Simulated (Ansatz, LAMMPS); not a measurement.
# Amorphous trans-polyacetylene (as short chains C28H32) at 250 K (180 atoms): support functions against a reference

Wanted: errors and times of a linear-scaling basis for amorphous trans-polyacetylene (as short chains C28H32) at 250 K (180 atoms). A setting counts as converged where the r.m.s. difference of forces stays under 1 % of the r.m.s. force.

Method: Kohn-Sham DFT, PBE+D3(BJ), PAW (set soft_2), plane waves, in Ansatz 0.2.0.

## (1) The starting structure

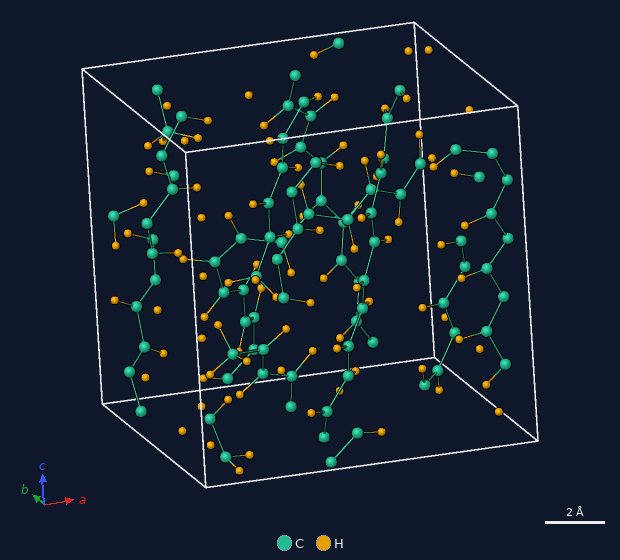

The starting structure, seen from a free direction (carbon teal, hydrogen orange). Bonds to atoms that aren't drawn are left out. Some periodic images of atoms are drawn too.

The cell holds 180 atoms: 84 C and 96 H. Cell: a = 11.950 Å, b = 11.950 Å, c = 11.950 Å, α = 90.0°, β = 90.0°, γ = 90.0°. 3 trans-polyacetylene chains of 13 units with methyl end groups placed at random, at 1.08 g/cm³; overlaps pushed apart, then 20 ps at 800 K with MMFF94 bonds, angles, torsions, charges and radii (Halgren, J. Comput. Chem. 17, 490 (1996)) in harmonic and 12-6 forms. Snapshot after 30 ps at 250 K and fixed volume.

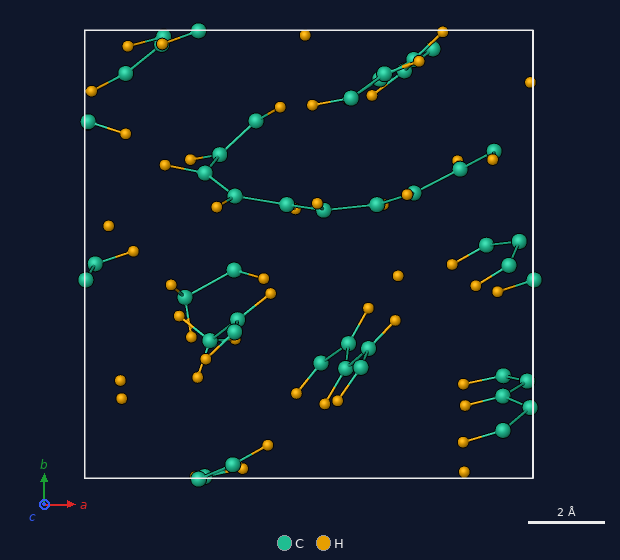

A slice 6 Å thick through the middle of the cell. Bonds to atoms that aren't drawn are left out.

What the set-up can't give: The network of contacts between molecules at the start is that of the classical potential that made the cell, and needn't be the one that DFT or experiment would give. The density was typed from a rule of thumb and may lie off the real one at this temperature. Sampling is at Γ alone, for a cell whose shortest periodic width is 12 Å.

## (2) The classical run that made the cell

A classical potential supplies the starting structure, since it reaches far longer times than DFT.

This step: classical MD, MMFF94 bonds, angles, torsions, charges and radii (Halgren, J. Comput. Chem. 17, 490 (1996)) in harmonic and 12-6 forms; charges of ions scaled by 0.8 (LAMMPS 22 Jul 2025 - Update 4).

The input, in.lmp:

```
# amorphous trans-polyacetylene
units real
atom_style full
boundary p p p
bond_style harmonic
angle_style harmonic
dihedral_style opls
improper_style harmonic
special_bonds lj 0 0 0.5 coul 0 0 0.75
read_data data.lmp
neigh_modify delay 0 every 1 check yes one 4000
comm_modify cutoff 12.0
timestep 0.5
thermo_style custom step time temp pe press density
thermo_modify norm yes
# push overlapping molecules apart
pair_style soft 2.6
pair_coeff * * 0.0
variable a equal ramp(1,60)
fix ad all adapt 1 pair soft a * * v_a
velocity all create 800 419225 mom yes dist gaussian
fix lim all nve/limit 0.03
fix lan all langevin 800 800 50 419226 zero yes
thermo 1000
run 3000 post no
unfix ad
pair_style lj/cut/coul/long 9.0
pair_modify mix arithmetic tail yes
pair_coeff 1 1 0.0678 3.3680   # C
pair_coeff 2 2 0.0678 3.5860   # C
pair_coeff 3 3 0.0216 2.5400   # H
kspace_style pppm 1.0e-4
thermo 100
minimize 1e-5 1e-3 300 3000
# [... 15 lines left out ...]
compute msd all msd com yes
thermo 7500
fix md all nvt temp 250 250 100
run 30000 post no
print "== T250: mean square displacement over the hold $(c_msd[4]:%.2f) A^2"
unfix md
uncompute msd
write_dump all custom T250.dump id type xs ys zs modify sort id
```

Run with:

```bash
> lmp -in in.lmp -log none -nocite
```

Numbers of over 12 decimals in the logs are rounded to 6 here.

The program printed:

```text
LAMMPS (22 Jul 2025 - Update 4)
Reading data file ...
  orthogonal box = (0 0 0) to (11.9497 11.9497 11.9497)
  180 atoms
  orthogonal box = (0 0 0) to (11.9497 11.9497 11.9497)
  177 bonds
  270 angles
  336 dihedrals
  78 impropers
   Step          Time           Temp          PotEng         Press         Density
         0   0              800            0.36555909    -5615.1702      1.0759999
      1000   500            607.18229      2.4760971      53806.498      1.0759999
      2000   1000           591.96202      2.4754246      37681.594      1.0759999
      3000   1500           629.65006      2.4136541      32308.528      1.0759999
[... 29 lines left out ...]
Loop time of 13.7556 s on 1 MPI rank(s) for 20000 steps with 180 atoms
   Step          Time           Temp          PotEng         Press         Density
[... 4 lines left out ...]
Loop time of 13.6435 s on 1 MPI rank(s) for 20000 steps with 180 atoms
   Step          Time           Temp          PotEng         Press         Density
[... 2 lines left out ...]
     52500   51500          239.00734      0.41893693     8145.0857      1.0759999
     60000   59000          295.73625      0.45152101     17733.55       1.0759999
     67500   66500          245.11227      0.4268518      33069.712      1.0759999
     72000   71000          220.77278      0.38823269     16818.161      1.0759999
Loop time of 19.4486 s on 1 MPI rank(s) for 30000 steps with 180 atoms
== T250: mean square displacement over the hold 0.62 A^2
```

Wall time 49 s (1 thread of Arm Neoverse V2, shared host); peak memory 0.12 GiB.

The input also reads data.lmp (atoms, bonds and types; not printed here).

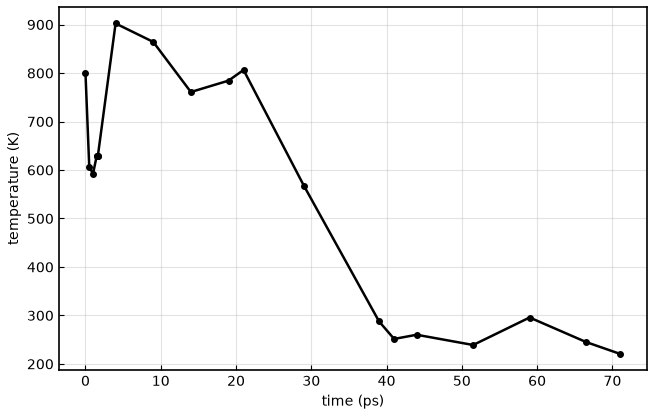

Temperature, plotted against time.

## (3) Plane-wave single point

The first run fixes the reference, at a cutoff of 420 eV.

The input, input.yaml:

```yaml
crystal:
  lattice:
    - [11.9497, 0.0, 0.0]
    - [0.0, 11.9497, 0.0]
    - [0.0, 0.0, 11.9497]
  atoms:
    - { symbol: C, position: [0.12991, 0.46108, 0.97454] }
    - { symbol: C, position: [0.05732, 0.4381, 0.8729] }
    - { symbol: C, position: [0.08614, 0.44772, 0.76646] }
    - { symbol: C, position: [0.00266, 0.44269, 0.67718] }
    - { symbol: C, position: [0.02351, 0.47859, 0.5762] }
    - { symbol: C, position: [0.94649, 0.47515, 0.48625] }
    - { symbol: C, position: [0.96943, 0.52858, 0.39344] }
    - { symbol: C, position: [0.89636, 0.52026, 0.29656] }
    - { symbol: C, position: [0.93303, 0.55029, 0.19538] }
    - { symbol: C, position: [0.86934, 0.52967, 0.0965] }
    - { symbol: C, position: [0.80167, 0.44117, 0.08465] }
    - { symbol: C, position: [0.76729, 0.39522, 0.98021] }
    - { symbol: C, position: [0.74129, 0.45121, 0.88694] }
    - { symbol: C, position: [0.70621, 0.39328, 0.78612] }
    - { symbol: C, position: [0.66477, 0.28914, 0.7741] }
    - { symbol: C, position: [0.61618, 0.24754, 0.67252] }
    - { symbol: C, position: [0.63322, 0.28961, 0.57322] }
    - { symbol: C, position: [0.58221, 0.24523, 0.47594] }
    - { symbol: C, position: [0.58861, 0.30055, 0.3782] }
    - { symbol: C, position: [0.52722, 0.25734, 0.28453] }
    - { symbol: C, position: [0.53529, 0.30553, 0.18316] }
    - { symbol: C, position: [0.45733, 0.27788, 0.09404] }
    - { symbol: C, position: [0.46204, 0.33916, 0.00188] }
    - { symbol: C, position: [0.38707, 0.3189, 0.90888] }
    - { symbol: C, position: [0.39501, 0.36857, 0.80816] }
    - { symbol: C, position: [0.33462, 0.32672, 0.72088] }
    - { symbol: C, position: [0.34125, 0.35402, 0.61151] }
    - { symbol: C, position: [0.27942, 0.30739, 0.5147] }
    - { symbol: H, position: [0.09565, 0.5282, 0.02389] }
    - { symbol: H, position: [0.21447, 0.48278, 0.94474] }
    - { symbol: H, position: [0.13341, 0.37867, 0.01381] }
    - { symbol: H, position: [0.97527, 0.40953, 0.88936] }
    [... 142 atom lines left out ...]
    - { symbol: H, position: [0.96723, 0.75545, 0.18552] }
    - { symbol: H, position: [0.97029, 0.76952, 0.97914] }
    - { symbol: H, position: [0.22157, 0.74722, 0.02519] }
    - { symbol: H, position: [0.23648, 0.66832, 0.84351] }
    - { symbol: H, position: [0.08497, 0.66649, 0.84174] }
    - { symbol: H, position: [0.16719, 0.79196, 0.81273] }
kpoints:
  mp_grid: { grid: [1, 1, 1] }
hamiltonian:
  xc: pbe
  dispersion: d3bj
scf:
  occupations: { method: gaussian, width: 0.05 }
output:
  forces: true
  stress: true
  populations: true
  dos:
    method: { smearing: { sigma: 0.1 } }
    de: 0.1
    projected: { site_lists: { C: [C], H: [H] } }
  eigenvalues: true
  write_density: true
  write_potential: true
  volumetric_format: npy
```

Run with:

```bash
> ansatz run input.yaml --threads 8 --pin off --max-ram 15872MiB --backend cpu --events-out ev --progress --plain --runs-dir out
```

The program printed:

```text
Engine: ansatz 0.2.0, aarch64-unknown-linux-gnu
Pseudopotentials: kind: paw
Pseudopotential: C, paw, valence charge 4, recommended cutoff 420 eV (normal), C.paw.azcp
Pseudopotential: H, paw, valence charge 1, recommended cutoff 420 eV (normal), H.paw.azcp
[... 5 lines on functional and potentials left out ...]
Crystal: 180 atoms, lattice volume = 1706.361 Å³
Basis set: ecut = 420 eV, 33371 PW (Γ), exchange–correlation on 160×160×160 points (8 copies of the dense FFT grid, shifted against one another)
Bands: 396, of which v1, the nominal top of the filled ones, is band 216 counted from 1 (215 counted from 0)
Symmetry: 1 space group operations
Space group: P1 (ITA 1), of the structure as read, at distance tolerance 1.2e-4 Å
k-points: 1
[... 5 lines on functional and potentials left out ...]
Initial density: superposition of atomic densities (neutral atoms: chi_scale 0, normalization atom), corrected by the library's trained network
Initial wavefunctions: pseudopotential atomic-orbital guess
Functional: x = pbe(κ = 0.804, μ = 0.219515), c = pbe(β = 0.066725)
SCF iter   1: F=—  HF=-22603.766942 eV  |F-HF|=—  |Δ(HF+E_count)|=         —  Δρ=5.25e-3  dr2=6.01e-1  ethr=1.77e-3  ⟨swp⟩=5.0  Hψ=1603  notcnv=0  defer=154
preconditioner: auto → Resta (q_TF=auto, 2.170 Å⁻¹)  ε∞=2.5  [insulator: Δε(μ)=1.185 eV  Ē_g=15.116 eV  σ=0.050 eV  W_gap=1.00  n_scr=304 (ndim 8)  ℏωp=18.7 eV  f_vac=0.134  D(μ)=0.00/eV (n_scr^D=0)  ε∞_Penn≈2.5]
SCF iter   2: F=—  HF=-22603.679969 eV  |F-HF|=—  |Δ(HF+E_count)|=   8.70e-2  Δρ=2.74e-3  dr2=1.17e-1  ethr=1.39e-4  ⟨swp⟩=3.0  Hψ=677  notcnv=0  defer=171
SCF iter   3: F=—  HF=-22603.687455 eV  |F-HF|=—  |Δ(HF+E_count)|=   7.49e-3  Δρ=1.19e-3  dr2=3.50e-2  ethr=2.70e-5  ⟨swp⟩=2.0  Hψ=393  notcnv=0  defer=171
SCF iter   4: F=—  HF=-22603.687416 eV  |F-HF|=—  |Δ(HF+E_count)|=   3.87e-5  Δρ=3.71e-4  dr2=2.98e-3  ethr=8.10e-6  ⟨swp⟩=2.0  Hψ=402  notcnv=0  defer=171
SCF iter   5: F=—  HF=-22603.688489 eV  |F-HF|=—  |Δ(HF+E_count)|=   1.07e-3  Δρ=1.69e-4  dr2=7.56e-4  ethr=6.89e-7  ⟨swp⟩=2.0  Hψ=435  notcnv=0  defer=171
SCF iter   6: F=—  HF=-22603.688657 eV  |F-HF|=—  |Δ(HF+E_count)|=   1.68e-4  Δρ=6.18e-5  dr2=9.41e-5  ethr=1.75e-7  ⟨swp⟩=2.0  Hψ=398  notcnv=0  defer=171
SCF iter   7: F=—  HF=-22603.688700 eV  |F-HF|=—  |Δ(HF+E_count)|=   4.32e-5  Δρ=2.41e-5  dr2=1.30e-5  ethr=2.18e-8  ⟨swp⟩=2.0  Hψ=601  notcnv=0  defer=171
SCF iter   8: F=—  HF=-22603.688708 eV  |F-HF|=—  |Δ(HF+E_count)|=   7.84e-6  Δρ=9.60e-6  dr2=2.28e-6  ethr=3.02e-9  ⟨swp⟩=2.0  Hψ=433  notcnv=0  defer=171
SCF iter   9: F=—  HF=-22603.688709 eV  |F-HF|=—  |Δ(HF+E_count)|=   8.21e-7  Δρ=3.53e-6  dr2=3.06e-7  ethr=5.27e-10  ⟨swp⟩=2.0  Hψ=387  notcnv=0  defer=171
SCF iter  10: F=-22603.688709 eV  HF=-22603.688709 eV  |F-HF|=2.63e-9  |Δ(HF+E_count)|=   1.91e-7  Δρ=1.56e-6  dr2=6.13e-8  ethr=2.31e-11  ⟨swp⟩=20.0  Hψ=3557  notcnv=0
SCF 1 converged in 10 iterations: F = -22603.688709 eV  dr2 = 6.13e-8
  greatest PAW one-centre occupation: 0.698 electrons in one spin orbital (limit 2), on the C atom at site 77 (counted from 0), in its partial waves of l = 0
WARN: The input density's exchange-correlation potential varies sharply where the density is thin. Do not read a vacuum level from v_tot or v_xc, or from such a field of the output density. On a cell that repeats whose density bears no net charge and no dipole along the vacuum's axis use v_es (v_loc + v_h of the components); [...]
SCF converged after 10 iterations
Free energy (F): -22603.688709 eV
Harris-Foulkes:  -22603.688709 eV  (|F-HF|=2.63e-9)
Internal energy: -22603.688709 eV  (E = F + TS)
E sigma→0 (E₀):  -22603.688709 eV
Fermi energy:    1.892320 eV
--- Per-component energies (eV) ---
  E_band       = -2777.561550
  E_kinetic    = 9013.068777
  E_local      = -22688.483632  (includes V_loc(G=0)·N_el)
  E_nonlocal   = 2494.565307
  E_hartree    = 7582.047174
  E_xc         = -4904.073686
  E_vxc        = -6111.137445  (∫ρ·V_xc dr)
  E_paw        = -8408.400137  (= ΣΔE_a)
  E_vpaw       = -649.533517  (= ΣTr[D̂ρ^β])
  E_aug_tail   = -0.133403  (compensation charges beyond the density's cutoff)
  E_ewald      = -5680.007203
  E_disp       = -12.271905  (pairwise vdW)
  E_smearing   = -0.000000  (= −TS)
  E_closure    = 0.000000  (closes the sum)
  Σ components = -22603.688709   (vs F -22603.688709, Δ=0.00e0)
--- Forces (eV/Å), atoms counted from 1 ---
  atom   1  C      0.12048817    -0.92342886    -2.16354393
  atom   2  C      0.54982708     0.24971717     1.47572791
  atom   3  C     -1.03500535     0.51356365    -0.76367200
  atom   4  C      0.80171380    -0.84228538     3.32327505
  atom   5  C      0.70803703     0.03577087    -1.87356714
  atom   6  C      1.17988822     0.23635589     1.98629002
  atom   7  C     -0.37831140     0.33398491    -3.25102342
  atom   8  C      2.43013196     0.50609058     1.46485904
  atom   9  C     -1.09276129     0.32585806    -1.09397055
  atom  10  C     -0.00518937    -0.48903958     1.32656145
  atom  11  C     -0.71884589    -1.56628899    -0.16723404
  atom  12  C     -0.43050991     0.52052419     0.75738936
  atom  13  C      0.53421272    -0.68066806    -0.90466196
  atom  14  C      0.16938806     1.77917120     0.98201419
[...]
atom 179  H      0.41956328     0.15999803    -0.65952020
  atom 180  H     -0.16073122     0.09704099    -0.58559335
  max |Σ_I F_I| component: 6.45e-5 eV/Å
--- Stress (GPa, compression-positive) ---
        3.173371       0.911516       0.665176
        0.911516       2.136625      -1.341176
        0.665176      -1.341176      10.289697
  P = ⅓ Tr σ = 5.1999 GPa (51.999 kbar)
--- Band table (eV) ---
  k-point 0: bands = ["-15.5189", "-15.4161", "-15.3851", "-15.2814", [... 380 levels ...], "12.0633", "12.0997", "12.1151", "12.1813", "12.2350", "12.2576", "12.3199", "12.3488", "12.3652", "12.3871", "12.4154", "12.4722"]
--- Löwdin populations: 180 sites ---
  site symbol       q [e]
     0      C      4.4501
     1      C      4.1131
     2      C      4.1369
[...]
179      H      0.8049
  spilling = 0.012191 (of n_electrons = 432.000000)
```

It took 13 s on 8 threads of Arm Neoverse V2, shared host; peak memory 2.1 GiB; 97 s of CPU time.

The program notes that the exchange-correlation potential is rough where the density is thin.

Read from the output:

```
free energy                                      : -22603.6887 eV
free energy per atom                             : -125.5760 eV/atom
SCF cycles                                       : 10
pressure                                         : 5.2 GPa
r.m.s. force component                           : 0.9569 eV/Å
longest force                                    : 3.762 eV/Å
Fermi energy                                     : 1.892 eV
gap (highest filled to lowest empty level) : 1.151 eV
spilling of the projection                       : 0.01219
```

Neighbours are counted within 1.34 Å (H-C), 1.85 Å (C-C).

Length of the force by element and coordination:

```
element  coordination  atoms  mean length of the force (eV/Å)  spread  least  most
      C           all     84                             1.98   0.860  0.347  3.76
      C             3     78                             1.97   0.880  0.347  3.76
      C             4      6                             2.06   0.525  0.947  2.52
      H           all     96                            0.906   0.514  0.197  2.21
```

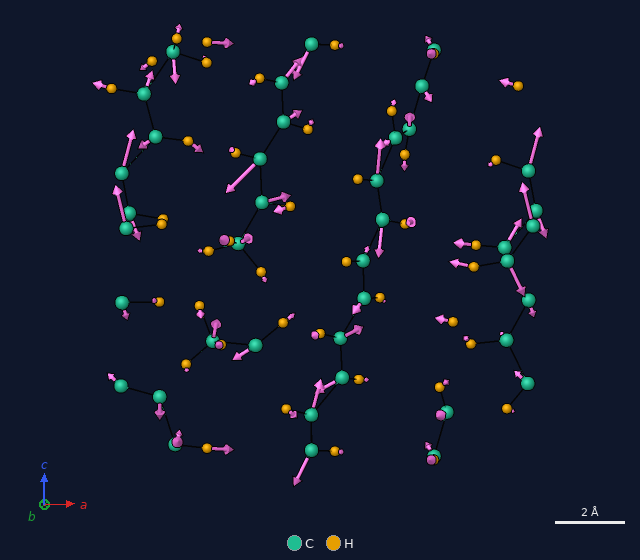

Forces as arrows; the longest in the cell is 3.76 eV/Å. Drawn is a slice 4 Å thick, seen along the normal of the ac plane. Bonds to atoms that aren't drawn are left out.

Löwdin charges by element and coordination (they lack the spilled electrons, 0.029 e an atom on average):

```
element  coordination  atoms  mean charge (e)  spread   least     most
      C           all     84           -0.144  0.0856  -0.459  -0.0949
      C             3     78           -0.121  0.0127  -0.148  -0.0949
      C             4      6           -0.450  0.0088  -0.459   -0.432
      H           all     96            0.181  0.0102   0.158    0.200
```

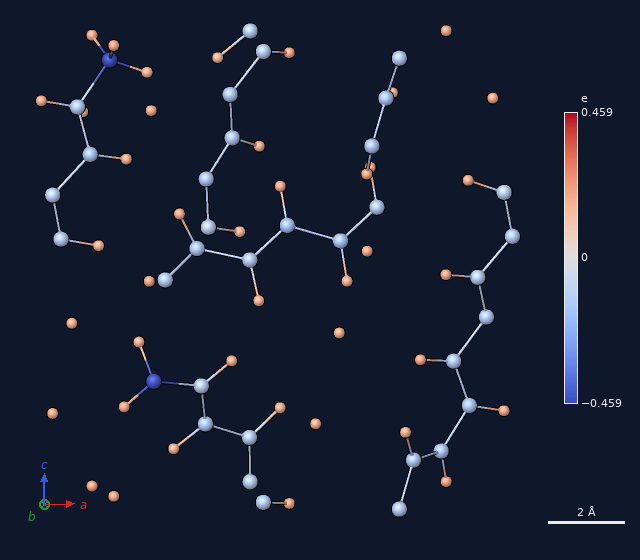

Atoms coloured by Löwdin charge. Drawn is a slice 4 Å thick, seen along the normal of the ac plane. Bonds to atoms that aren't drawn are left out.

Density of states as counts of states in windows of 1 eV (from the Fermi level), total and the larger projections:

```
from (eV)  to (eV)  total   C p   H s  C s
      -14      -13   13.1   4.9   1.8  6.2
      -13      -12   10.9   4.5   1.5  4.7
      -12      -11   12.2   5.7   2.0  4.4
      -11      -10   32.0  16.6   7.6  7.0
      -10       -9   25.5  13.0   6.8  5.2
       -9       -8   23.4  18.0   3.9  1.1
       -8       -7   32.8  24.5   6.4  1.5
       -7       -6   41.9  29.9  10.3  1.2
       -6       -5   61.2  44.2  15.5  0.9
       -5       -4   53.6  41.7  11.0  0.5
       -4       -3   21.3  19.2   2.0  0.1
       -3       -2   13.7  13.1   0.5  0.1
       -2       -1   10.6  10.2   0.3  0.0
       -1        0    7.8   7.6   0.1  0.0
        0        1    6.0   5.8   0.1  0.0
        1        2   11.7  11.0   0.3  0.1
        2        3   12.7  10.4   1.0  0.2
        3        4   32.9  18.4   6.0  1.8
        4        5   37.3  17.0   8.0  2.5
```

Between -18 and -14 eV lie 72 more states.

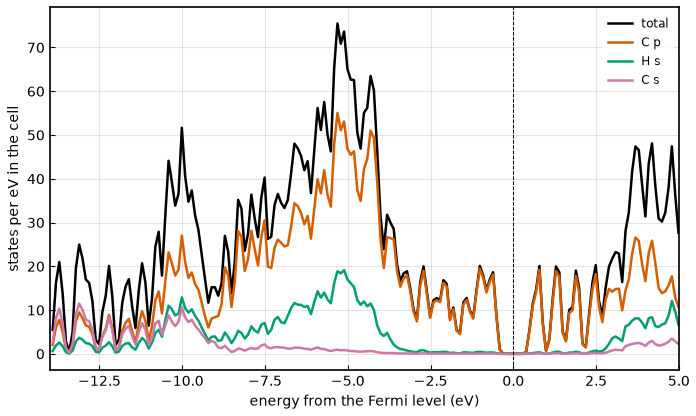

Total and projected density of states, with the broadening of the input.

The levels nearest the highest filled one (over half full), pooled over k-points and spins:

```
level less the highest filled one (eV)  occupation
                                -0.559           2
                                -0.426           2
                                -0.364           2
                                -0.211           2
                               -0.0837           2
                                     0           2
                                  1.15           0
                                  1.33           0
                                  1.37           0
                                  1.78           0
                                  1.90           0
                                  1.96           0
```

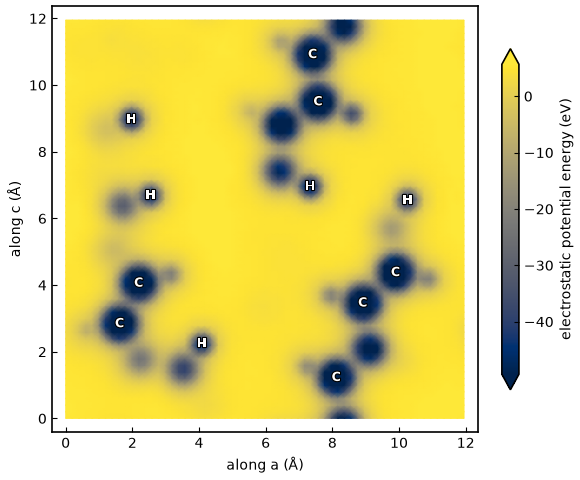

Electrostatic potential energy in the ac plane at fractional y = 0.003, with atoms of C and H within 0.2 Å of it. With pseudopotentials it is smooth inside the atoms' cores, unlike the true potential. The map starts off the cell's origin, so that atoms lie inside it.

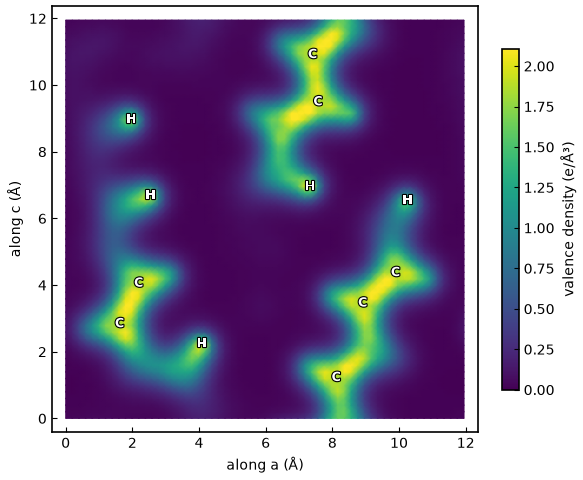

Valence density in the ac plane at fractional y = 0.003, with atoms of C and H within 0.2 Å of it. It is the smooth field of the valence electrons, not physical close to the nuclei. The map starts off the cell's origin, so that atoms lie inside it.

Mean Löwdin charges: C -0.14, H +0.18 e (they miss 1.2 % of the electrons, so they add up to more than the cell's charge). The largest share in the top eV of filled states is C p (97 % of the projected weight), and in the lowest eV of empty states C p (97 % of the projected weight).

(Part 1 of 2 ends here.)

[Logs are printed without paths, hosts, clocks, repeated set-up lines and the standing remarks that a program may print on its own settings, such as how far it seeks lower states.]

[Hosts, paths, dates, database ids (printed as entryN), source tags and the programs' standing remarks are cut or masked in the printed files.]

[The MMFF94 radii named for the starting cell were scaled by 0.96; in molecules described by MMFF94, hydrogen bound to N, O or S took a small fixed 12-6 site in their place.]
